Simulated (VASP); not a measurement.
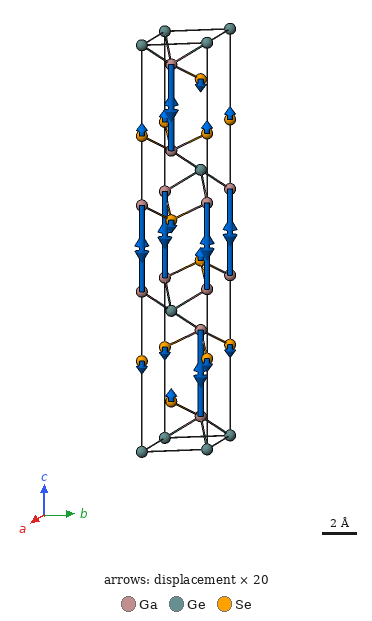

This is a relaxation of solid Ga2GeSe2 (a generated structure, set up in R-3m). The starting structure is drawn; blue arrows show the displacements (the part carried along by the change of the cell is left out), 20 times their true length.

A ball-and-stick model of the conventional cell (3 times the calculation's cell), seen slightly off an axis. Lengths and directions refer to the drawn axes.

The run lets cell and atoms move.

All numbers below come from VASP 6.6.1, Kohn-Sham DFT of a periodic cell, PBE, VASP PAW PBE potentials, recommended.

Input
```
PREC     = Normal         # precision mode
ENCUT    = 520            # plane-wave cutoff, eV
EDIFF    = 1E-4           # SCF threshold, eV
ISMEAR   = 0              # smearing method
SIGMA    = 0.15           # smearing width, eV
LREAL    = False          # projectors in reciprocal space
LASPH    = True           # aspherical terms in the spheres
NELM     = 60             # most SCF steps
ALGO     = Fast           # electronic algorithm
ISIF     = 3              # what is computed and relaxed
LWAVE    = False          # write WAVECAR
LCHARG   = False          # write CHGCAR
GGA      = PE             # functional
IBRION   = 2              # ionic algorithm
NSW      = 24             # ionic steps
EDIFFG   = -0.08          # ionic threshold
```

Command:
```bash
cat potpaw_PBE.64/Ga_d/POTCAR potpaw_PBE.64/Ge_d/POTCAR potpaw_PBE.64/Se/POTCAR > POTCAR
mpirun -np 1 vasp_std > vasp.out
```

### What did the optimiser do to the structure, and how much energy did it gain?

The energy falls by 94.4 meV per atom in 9 geometry steps. The largest force component goes from 0.71 to 0.056 eV/Å. The pressure goes from 2.76 to −0.42 GPa. The largest moves relative to the cell, 0.18 Å, are those of Ga atoms. Largest moves by element: Ga 0.18 Å, Se 0.04 Å. Ge stays in place. The drawn cell changes as follows: a = b 3.900 → 3.755 Å (−3.7 %), c 24.600 → 28.270 Å (+14.9 %); the volume changes by +6.5 %. Near-neighbour distances that change, for instance: Ga–Ge 2.701 → 2.877 Å, Ga–Se 2.562 → 2.512 Å. Among the angles between lasting bonds that change: Ga–Ge–Ga 87.6° → 98.5°, Ge–Ga–Ge 92.4° → 81.5°, Ga–Ge–Ga 92.4° → 81.5°. The space group stays R-3m (No. 166).
